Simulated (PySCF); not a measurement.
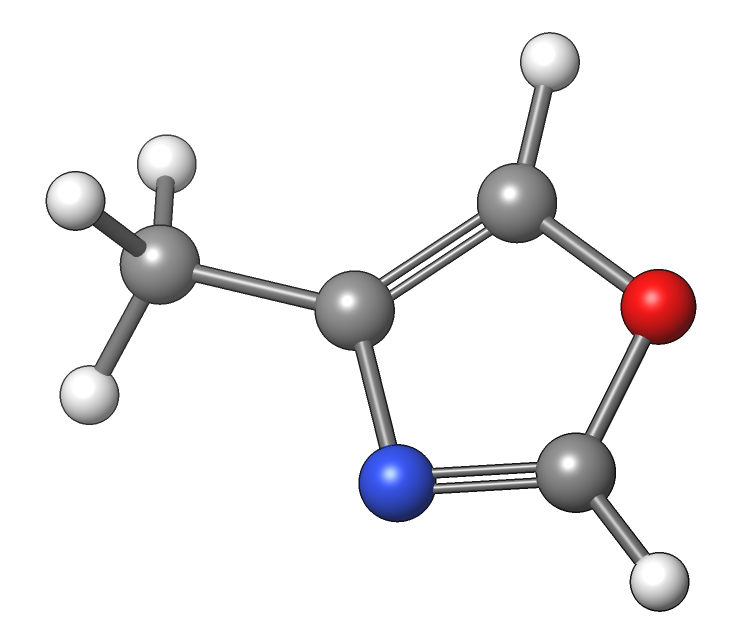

Multiple sticks mark multiple bonds (one Kekulé form). Colours: carbon grey, oxygen red, nitrogen blue, hydrogen white.

Computed geometry: GFN2-xTB optimisation. No frequency run is at hand to confirm it as a minimum.

Describe the molecule.

It has 11 atoms: 4 carbon, 5 hydrogen, 1 nitrogen and 1 oxygen (C4H5NO). Its SMILES string is `Cc1cocn1`. Independent rings (smallest set): 1 of 5 members, 1 of them aromatic. The point group is C1. Coordination: 1 C tetrahedral; 3 C trigonal planar; 1 O bent; 1 N bent.

More results for the same structure follow; atom numbers are the same in all pictures, views and colours differ.

## Geometry

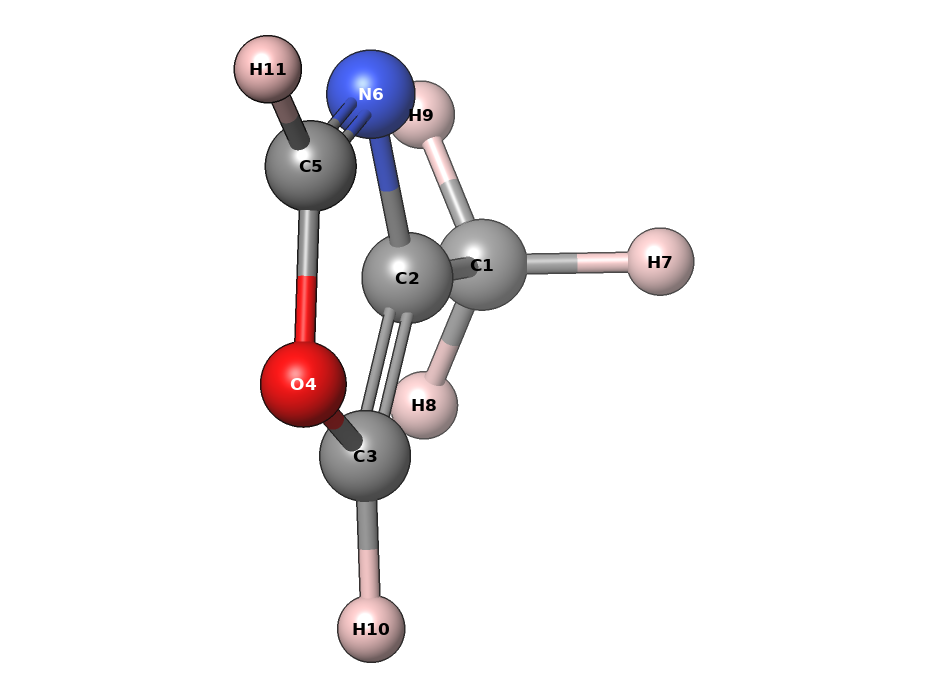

C1 lies behind C2. The molecule seen a little off the C2–C1 bond, C2 in front. Distant atoms are faded towards the background colour. No frequency run is at hand to confirm it as a minimum.

**What is the torsion angle N6–C2–C1–H7? The sign is positive where the front bond must turn clockwise to cover the back bond.**

89°, about perpendicular.

## Dipole moment

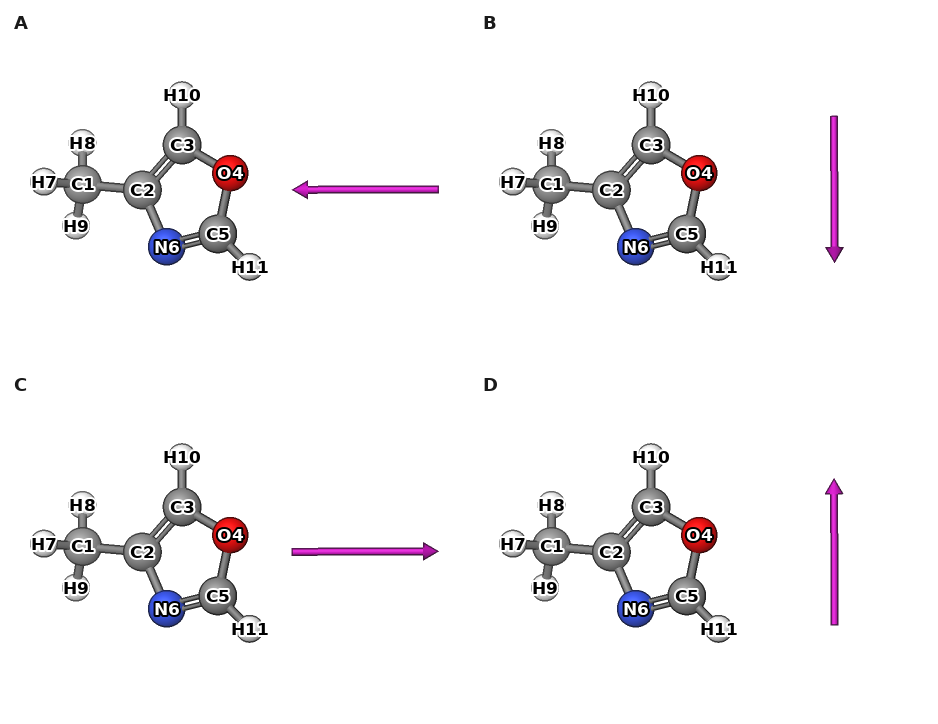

The same molecule four times, each with an arrow. No frequency run is at hand to confirm it as a minimum. Level of theory: CAM-B3LYP/def2-SVPD, gas phase (PySCF 2.14.0).

**Which arrow points along the dipole moment, from the negative to the positive end?**

D. The dipole moment is 1.39 D; it points from the side of H11 to the side of H10 (the outermost atoms at the two ends).

## Excitation

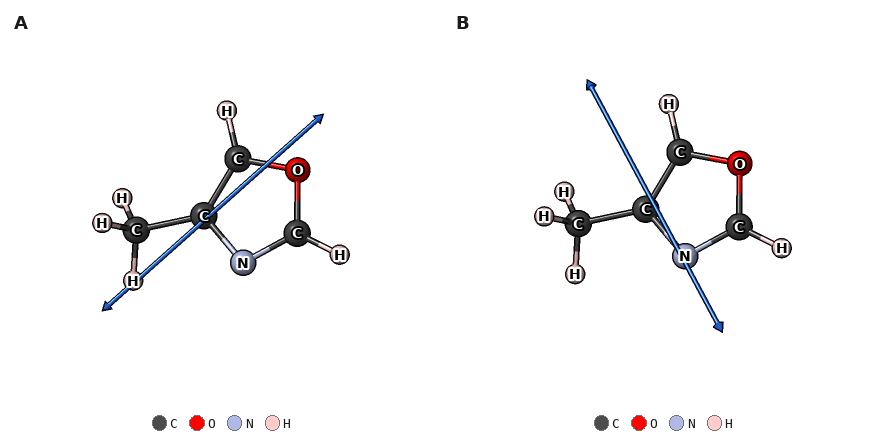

The double arrows show the directions of two transition dipoles from the ground state (lengths mean nothing). No frequency run is at hand to confirm it as a minimum. Method: TDDFT CAM-B3LYP/def2-SVPD, vertical, gas phase, core orbitals frozen in the response (PySCF 2.14.0).

**One belongs to singlet state 1 and one to singlet state 4. Which is which?**

A: state 4, 7.37 eV (168 nm), oscillator strength 0.053, mainly HOMO → LUMO+4 (weight 0.57).
B: state 1, 6.23 eV (199 nm), oscillator strength 0.13, mainly HOMO → LUMO (weight 0.96).

## Core levels

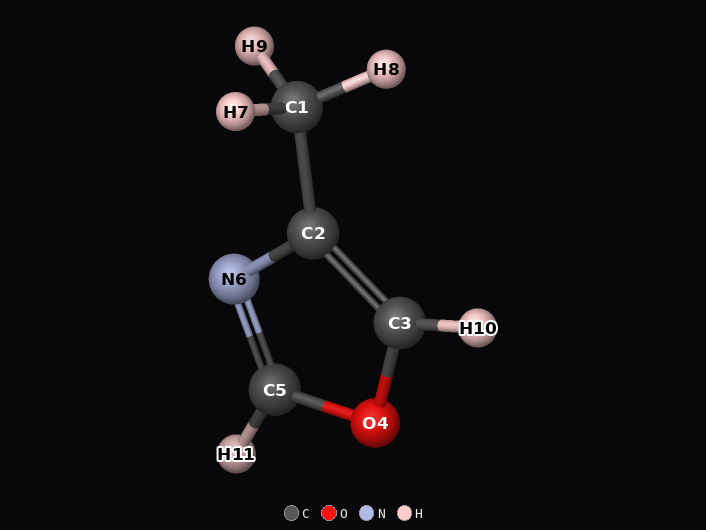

No frequency run is at hand to confirm it as a minimum. Level of theory: delta-SCF UKS SCAN, pcX-2 on the ionised atom, pcseg-1 elsewhere, spin-free X2C (PySCF 2.14.0).

Give the core-electron binding energies (to vacuum) of C1 1s, C2 1s, C3 1s, O4 1s, C5 1s, N6 1s.

| atom | level | binding energy (eV) |
| --- | --- | --- |
| C1 | 1s | 291.0 |
| C2 | 1s | 291.4 |
| C3 | 1s | 291.7 |
| O4 | 1s | 540.5 |
| C5 | 1s | 292.7 |
| N6 | 1s | 404.9 |

## Polarisability

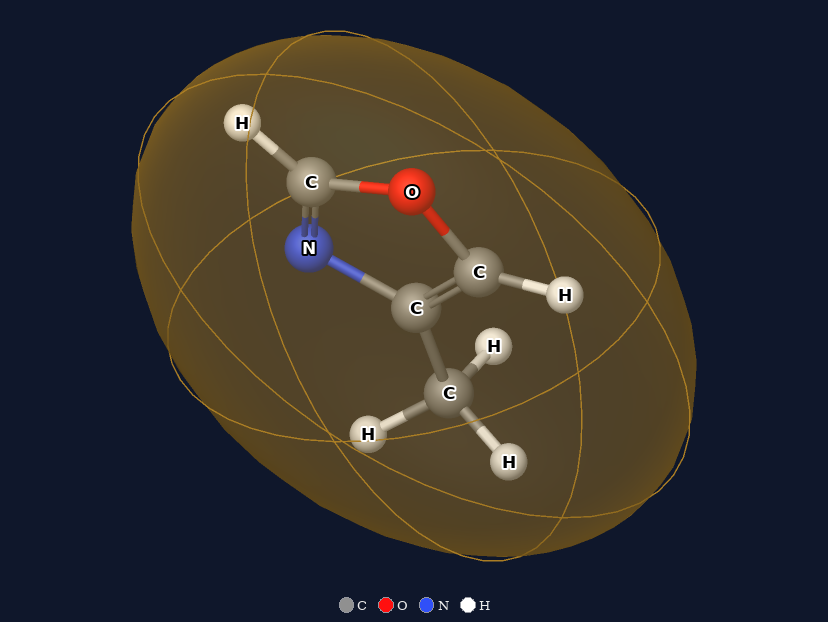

The ellipsoid shows the static dipole polarisability: its half-axes are proportional to the principal values. No frequency run is at hand to confirm it as a minimum. Level of theory: CAM-B3LYP/def2-SVPD (PySCF 2.14.0).

**How large and how anisotropic is the polarisability?**

Principal values 38.0, 57.2, 65.6 bohr³; mean 53.6 bohr³ (7.94 Å³); anisotropy 24.5 bohr³, so the longest axis is 1.73 times the shortest.
